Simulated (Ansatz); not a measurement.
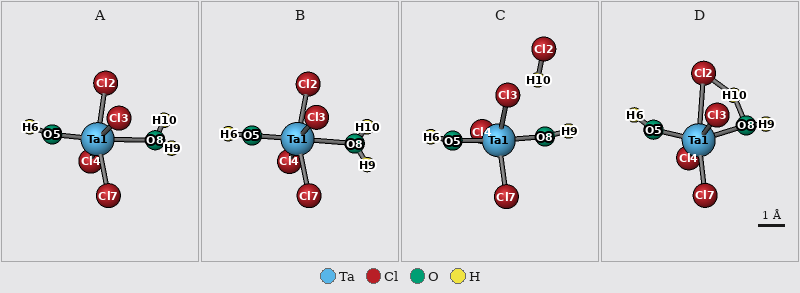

4 geometries from a converged minimum-energy path of TaH3O2Cl4, shuffled. A ball-and-stick model, seen at a tilt.

Method: RHF/def2-SVP (Ansatz 0.2.0). Set-up: 5 movable images; climbing image; force threshold 0.05 eV/Å; iteration limit 60; starting path through a guess of the saddle point.

### One of them is the converged climbing image. Which?

D. In order along the path, whose images run from 0 to 6: B (image 0, 0.00 eV), A (image 1, +0.04 eV), D (image 3, +1.49 eV), C (image 5, +0.82 eV). Breaking: O8–H10 (0.95 → 1.32 at the top → 2.23 Å), Ta1–Cl2 (2.38 → 2.85 at the top → 4.64 Å). Forming: Cl2–H10 (2.83 → 1.46 at the top → 1.28 Å).

Limits of the set-up: Hartree-Fock leaves out electron correlation.

The run took 3 min on 4 threads of AMD EPYC 9R45 96-Core Processor (Zen 5) (shared host), peak memory 0.52 GiB.
